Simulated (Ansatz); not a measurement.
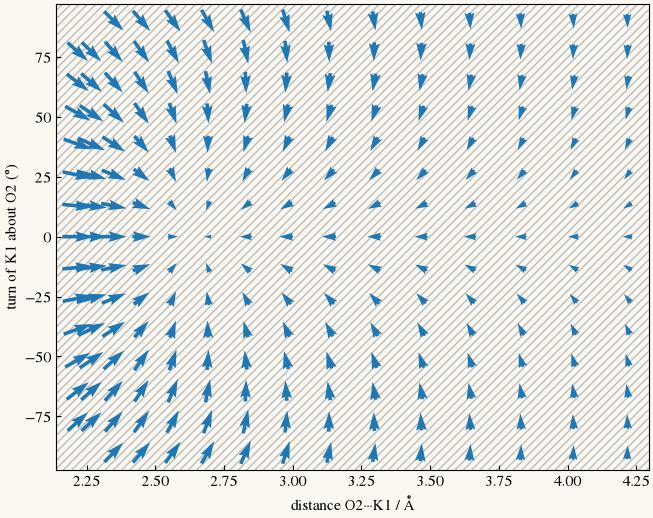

H2KO, charge +1. 
- The turn is about an axis along (−0.16, 0.99, 0.05) in the frame of the relaxed pair, normal to the line between the partners.
- The first coordinate is: distance O2···K1; the second: turn of K1 about O2.
- The scan uses a 15 × 15 grid; 167 points were computed and 54 follow by symmetry. At 4 points there is no value (left out of the scan, as a rule where atoms come close).
- Points are written as (first, second).
- These are results of RHF-MP2, frozen core/def2-TZVPD (Ansatz 0.2.0), not measurements.

Drawn: arrows along the force (downhill), their lengths compressed, hatched blanks where no value was computed.

**The arrows alone are given. Where is the energy lowest?**

The arrows converge at about (2.641 Å, 0°) (read from the interpolated surface).

The energy map of the same scan:

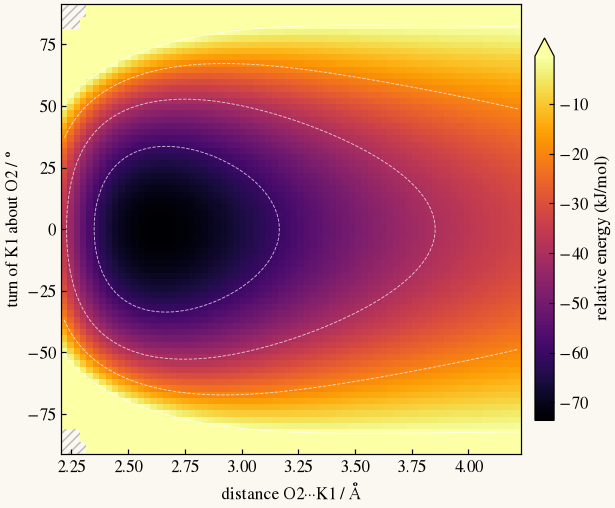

Energies are in kJ/mol, from the ion and the molecule far apart, frozen as in the relaxed pair, each in its own basis (no counterpoise correction); between grid points the surface is interpolated.
